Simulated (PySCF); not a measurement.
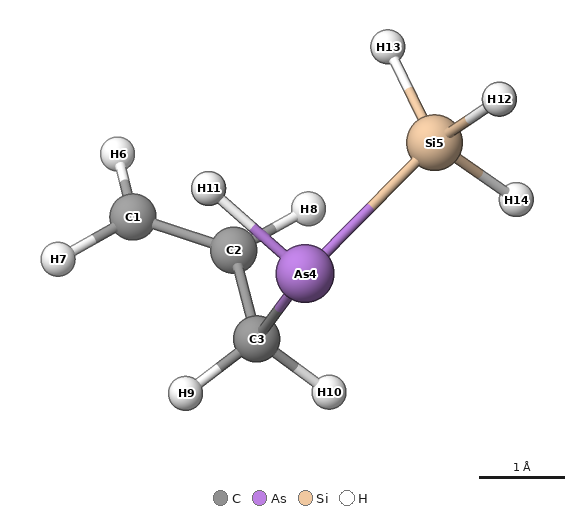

C$_{3}$H$_{9}$AsSi, before the relaxation. A ball-and-stick model, seen from a free direction.

The start comes from GFN2-xTB. Its atoms were then displaced at random by about 0.01 Å.

Theory: PySCF, PBE0-D3(BJ)/def2-SVP geometry optimisation, gas phase.

```xyz
14

C    -2.1004   -0.4844    0.3431
C    -1.0309    0.2113    0.6423
C    -0.6642    1.5098    0.0292
As    0.8194    1.3265   -1.3579
Si    2.2534   -0.0355   -0.1680
H    -2.3532   -1.4054    0.7858
H    -2.8295   -0.0801   -0.3698
H    -0.3076   -0.1845    1.3588
H    -1.5104    1.9946   -0.4135
H    -0.2504    2.1939    0.8055
H     0.1287    0.1485   -2.0340
H     3.5476   -0.0968   -0.8570
H     1.7887   -1.4013    0.0578
H     2.5016    0.5685    1.1698
```

Predict the outcome.

The largest move after the best rigid fit is that of H14, 0.16 Å. By element the largest moves are H 0.16 Å, C 0.09 Å, As 0.07 Å, Si 0.07 Å. Some distances before and after: As4–Si5 2.308 → 2.371 Å, C1–H6 1.053 → 1.092 Å, C3–As4 2.039 → 2.002 Å, Si5–H13 1.460 → 1.494 Å. Bond angles that change, for instance: As4–C3–H9 109.5° → 105.1°, C2–C3–As4 112.5° → 115.8°, C3–As4–H11 92.4° → 95.5°. The energy falls by 0.165 eV in 4 geometry steps.

Step by step:

```json
{"step": "0", "E − E(0), eV": "0.0000"}
{"step": "1", "E − E(0), eV": "-0.1574"}
{"step": "2", "E − E(0), eV": "-0.1644"}
{"step": "3", "E − E(0), eV": "-0.1651"}
{"step": "4", "E − E(0), eV": "-0.1653"}
```

Final geometry:

```xyz
14

C    -2.1858   -0.4736    0.3586
C    -1.0558    0.1824    0.6358
C    -0.6476    1.4802    0.0400
As    0.8179    1.3903   -1.3215
Si    2.3103   -0.0214   -0.1375
H    -2.4112   -1.4364    0.8223
H    -2.9235   -0.0709   -0.3435
H    -0.3504   -0.2676    1.3465
H    -1.4886    1.9684   -0.4748
H    -0.2745    2.1802    0.8050
H     0.2173    0.2279   -2.1060
H     3.5611   -0.1559   -0.9436
H     1.7785   -1.3874    0.1528
H     2.6452    0.6488    1.1582
```

The end point in the same view:

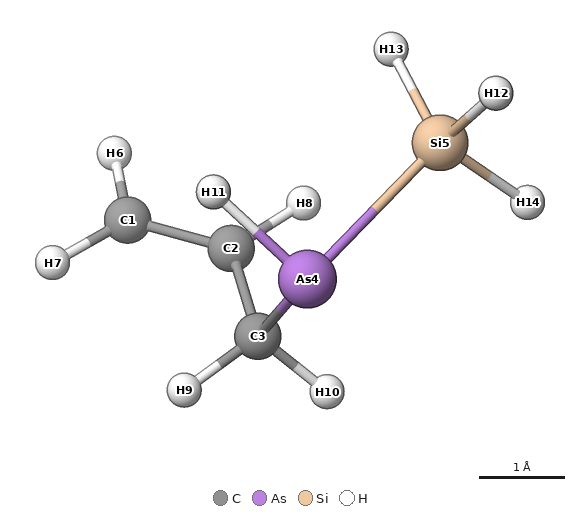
